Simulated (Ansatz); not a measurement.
SnH4O and related structures: several calculations on one system

## 1. Relaxation

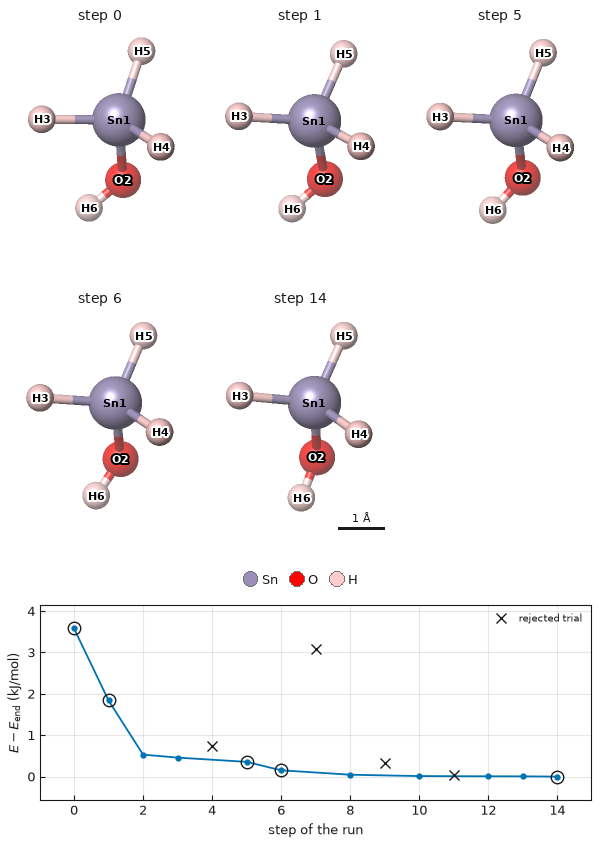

Frames of a relaxation of SnH$_{4}$O, marked on the history of the run. A ball-and-stick model, seen from a free direction.

It is one of the separated reactants of a reaction.

Computed with RKS PBE0-D4/def2-TZVP in Ansatz. Settings: force threshold 0.005 eV/Å; at most 200 steps.

Q: Describe the path.

A: The largest move after the best rigid fit is that of H6, 0.33 Å. By element the largest moves are H 0.33 Å, O 0.20 Å, Sn 0.10 Å. Near-neighbour distances that change, for instance: Sn1–O2 1.997 → 1.970 Å, Sn1–H4 1.697 → 1.709 Å, Sn1–H3 1.717 → 1.709 Å. Among the angles between lasting bonds that change: O2–Sn1–H3 102.5° → 108.5°, H4–Sn1–H5 115.9° → 112.7°, O2–Sn1–H5 106.3° → 103.1°. Groups turn about Sn1–O2 by about 40°. Over 10 accepted moves (14 points after the start) the energy falls by 3.58 kJ/mol. Largest force component: 0.8 eV/Å at the start, 0.0017 eV/Å at the end. The line search rejected the trial steps at points 4, 7, 9, 11 of the run. The forces were under the threshold at step 10, but the run went on from there. The run took 8 s on 8 threads of Arm Neoverse V1, on a shared host. From step 0 to 1: H3 moves most (0.13 Å), energy −1.74 kJ/mol. From step 1 to 5: O2 moves most (0.06 Å), energy −1.48 kJ/mol. From step 5 to 6: H6 moves most (0.10 Å), energy −0.20 kJ/mol. From step 6 to 14: H6 moves most (0.13 Å), energy −0.15 kJ/mol.

## 2. Relaxation

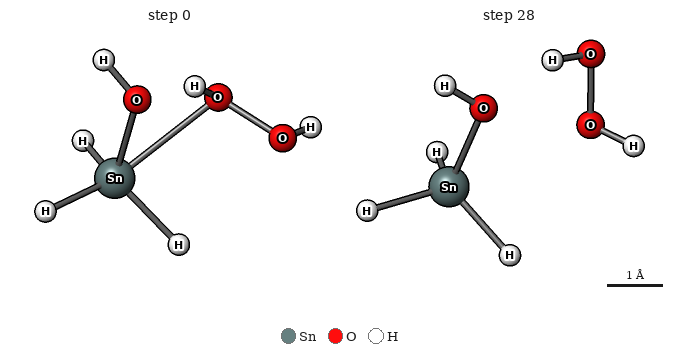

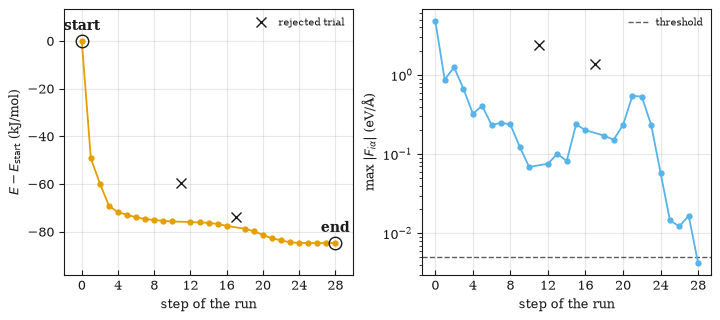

First and last geometry of a relaxation of SnH6O3 (started from a transition state, displaced along its imaginary mode), with the history of the run. A ball-and-stick model, seen at a tilt.

Theory: Ansatz, RKS PBE0-D4/def2-TZVP.

Input
```yaml
crystal:
  periodic: [false, false, false]
  atoms:
    - {symbol: Sn, position_ang: [-0.643000, -0.805372, -0.657497]}
    - {symbol: O, position_ang: [1.371226, -0.554170, -0.360318]}
    - {symbol: H, position_ang: [-0.384767, -1.830390, -1.978814]}
    - {symbol: H, position_ang: [-1.354370, -1.662729, 0.646459]}
    - {symbol: H, position_ang: [-1.530223, 0.571646, -1.167089]}
    - {symbol: H, position_ang: [0.905589, 0.340617, 0.606060]}
    - {symbol: O, position_ang: [0.189599, 0.725230, 1.048892]}
    - {symbol: O, position_ang: [-0.016703, 2.059690, 0.580648]}
    - {symbol: H, position_ang: [1.934839, -1.285132, -0.061423]}
    - {symbol: H, position_ang: [-0.472190, 2.440510, 1.343182]}
basis:
  gaussian: {orbitals: def2-TZVP}
hamiltonian: {xc: pbe0, dispersion: d4}
relax: {f_tol: 0.005, max_steps: 200}
```

Launched with:
```bash
ansatz run in.yaml --threads 8 --pin off --events-out ev --progress --plain --max-ram 19148MiB
```

What do the curves and the structures tell?

It converged. After 26 accepted moves (28 points after the start) the energy has fallen by 84.7 kJ/mol. Largest force component: 4.8 eV/Å at the start, 0.0042 eV/Å at the end. The line search rejected the trial steps at points 11, 17 of the run. The largest move after the best rigid fit is that of O7, 1.02 Å. Largest moves by element: O 1.02 Å, H 0.61 Å, Sn 0.19 Å. Near-neighbour distances that change, for instance: Sn1–O7 2.439 → 3.593 Å, Sn1–H6 2.304 → 3.042 Å, O2–H6 1.397 → 1.746 Å, Sn1–O8 3.183 → 2.967 Å. Bonds break, among them: Sn1–O7 (2.44 → 3.59 Å). Bond angles that change, for instance: H6–O7–O8 110.1° → 99.3°, O2–Sn1–H5 116.9° → 106.3°, O2–Sn1–H3 92.1° → 102.5°. Groups turn about O7–O8 by about 50°, Sn1–O2 by about 45°.

## 3. Reaction

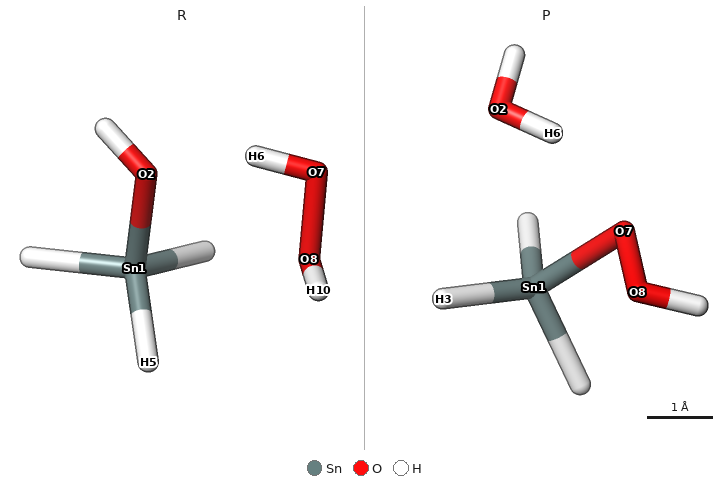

Reactant (R) and product (P) of one elementary step of SnH6O3. A stick model, seen at a tilt.

Stationary points at PBE0-D4/def2-TZVP, single-point energies with CCSD(T)/CBS, SPW92 (LDA), r2SCAN0-D4 (def2-TZVPP where no basis is named; Ansatz 0.2.0). The energies are electronic, without zero-point or thermal terms, and both ends are the minima reached downhill from the saddle, with any fragments still in contact. CCSD(T)/CBS stands for a frozen-core estimate: MP2 correlation extrapolated from def2-TZVPP and def2-QZVPP, CCSD(T) minus MP2 from the smaller set. Elements past krypton carry the basis set's effective core potentials.

R:
```xyz
10

Sn   -0.7106   -0.8500   -0.8268
O     1.1842   -0.4029   -0.3834
H    -0.5377   -2.1533   -1.9309
H    -1.5116   -1.3524    0.5829
H    -1.3541    0.5183   -1.5972
H     1.2010    0.5705    1.0658
O     0.7973    1.1660    1.7370
O    -0.4754    1.3709    1.1267
H     1.7886   -1.1297   -0.5439
H    -0.3818    2.2624    0.7698
```

P:
```xyz
10

Sn   -1.0650   -0.4480   -0.5088
O     1.8977   -1.0563   -0.0065
H    -0.3418   -0.4310   -2.0406
H    -1.0941   -1.9428    0.2978
H    -2.6023    0.3006   -0.5128
H     1.6352   -0.2152    0.4001
O     0.0042    0.7643    0.7107
O    -0.1144    2.0718    0.1229
H     2.2440   -1.5948    0.7079
H    -0.5635    2.5513    0.8293
```

What is the transition state like, and how high is the barrier?

Answer. Counted by bonded pieces, R holds H₂O₂ + SnH₄O and P holds H₂O + SnH₄O₂. From R over the saddle to P, bonds form: Sn1–O7 (3.59 → 2.27 → 2.02 Å), O2–H6 (1.75 → 1.12 → 0.97 Å). Bonds break: Sn1–O2 (2.00 → 2.21 → 3.07 Å), H6–O7 (0.98 → 1.31 → 1.93 Å). The saddle has one imaginary mode, 510i cm⁻¹. With CCSD(T)/CBS the barrier is 0.84 eV from R and 0.74 eV from P, and P lies 0.10 eV above R.

```tsv
level	barrier from R (eV)	barrier from P (eV)	P less R (eV)
CCSD(T)/CBS	0.84	0.74	0.10
SPW92 (LDA)	0.42	0.27	0.14
r2SCAN0-D4	0.79	0.66	0.13
```

Against CCSD(T)/CBS, r2SCAN0-D4 comes closest on the barrier from R (−0.05 eV) and SPW92 (LDA) misses most (−0.42 eV).

Saddle geometry:

```xyz
10

Sn   -0.7206   -0.7202   -0.5908
O     1.4664   -0.5267   -0.3266
H    -0.3587   -1.7625   -1.9166
H    -1.3870   -1.6789    0.6551
H    -1.6066    0.6042   -1.1916
H     1.1152    0.1678    0.4788
O     0.0440    0.6930    1.0126
O    -0.0415    2.0506    0.5766
H     1.9823   -1.2785   -0.0246
H    -0.4934    2.4511    1.3273
```

The saddle point in the same view, with dashed sticks for the bonds that form or break:

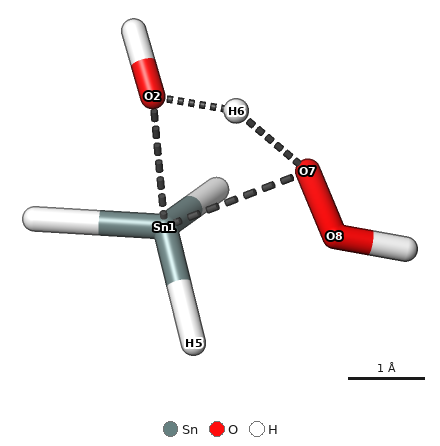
